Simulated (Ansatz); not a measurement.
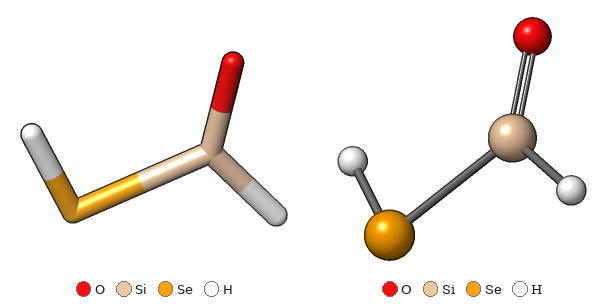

The same structure drawn twice, from different directions.

Computed geometry: PBE0-D4/def2-TZVP optimisation. No frequency run is at hand to confirm it as a minimum.

Question: What is the molecular formula?

Answer: H₂OSeSi, 5 atoms: 2 hydrogen, 1 oxygen, 1 selenium and 1 silicon.

Question: Give a SMILES string for it.

Answer: O=[SiH][SeH]

Question: Name some functional groups or characteristic bonds that it holds.

Answer: Among them: Si–H bond.

Question: How many sets of symmetry-equivalent atoms are there?

Answer: 5: 1 O, 1 Si, 1 Se, 1 H, 1 H.

Question: Count the bonded pairs by element.

Answer: 1 O–Si, 1 Se–Si, 1 Si–H, 1 Se–H.

The parts below concern this one geometry. Atoms keep their numbers from picture to picture.

### Geometry

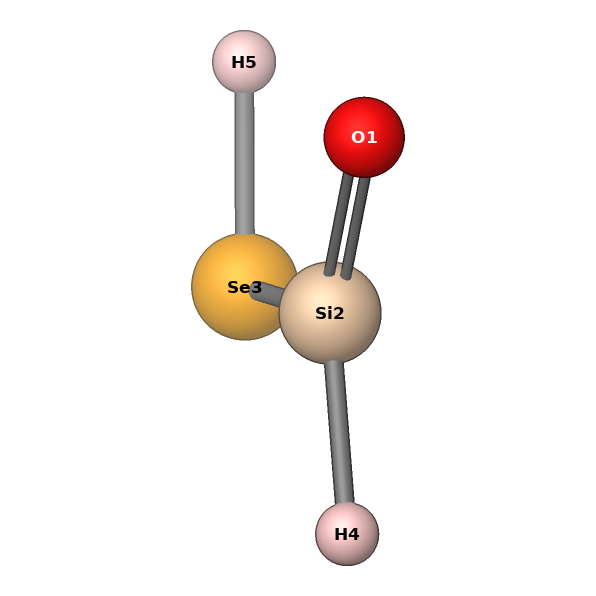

Se3 lies behind Si2. The molecule seen a little off the Si2–Se3 bond, Si2 in front. Distant atoms are faded towards the background colour. No frequency run is at hand to confirm it as a minimum.

Question: What is the torsion angle O1–Si2–Se3–H5? The sign is positive where the front bond must turn clockwise to cover the back bond.

Answer: 0°, synperiplanar (eclipsed).

### Electronic properties

No frequency run is at hand to confirm it as a minimum. Method: RKS PBE0-D4/def2-TZVPP (Ansatz 0.2.0).

Computed properties:

- HOMO energy (Kohn–Sham orbital): −8.10 eV
- LUMO energy (Kohn–Sham orbital): −1.73 eV
- HOMO–LUMO gap: 6.38 eV

### Dipole moment

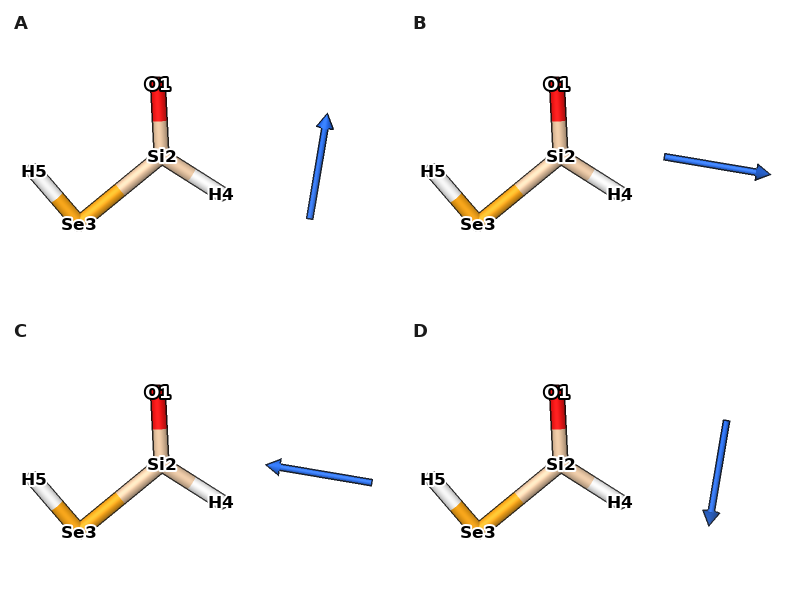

The same molecule four times, each with an arrow. No frequency run is at hand to confirm it as a minimum. Level of theory: RKS PBE0-D4/def2-TZVP (Ansatz 0.2.0).

Question: Which arrow points along the dipole moment, from the negative to the positive end?

Answer: D. The dipole moment is 3.34 D; it points from the side of O1 to the side of Se3 (the outermost atoms at the two ends).

### Charges

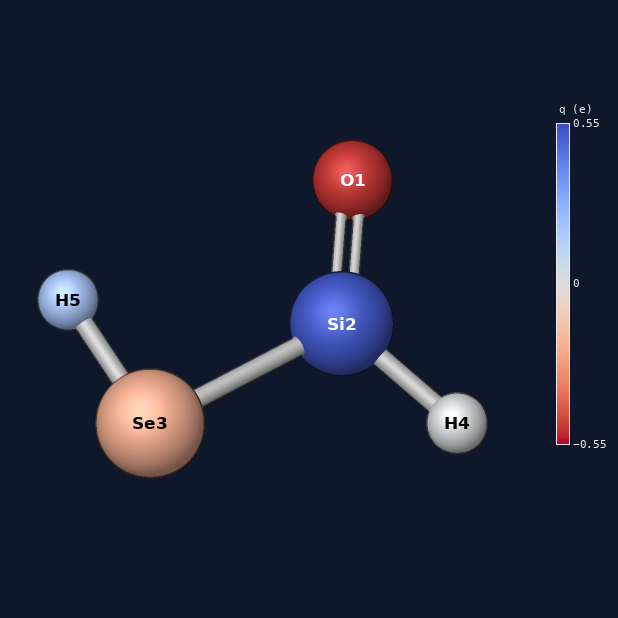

Atoms are coloured by their Mulliken charges. No frequency run is at hand to confirm it as a minimum. Properties computed with RKS PBE0-D4/def2-TZVP (Ansatz 0.2.0).

Give the Mulliken charges atom by atom.

```
atom  value (e)
  O1      −0.49
 Si2       0.51
 Se3      −0.20
  H4       0.01
  H5       0.17
```

Mulliken values depend strongly on the basis set and can even reverse the polarity of a bond.
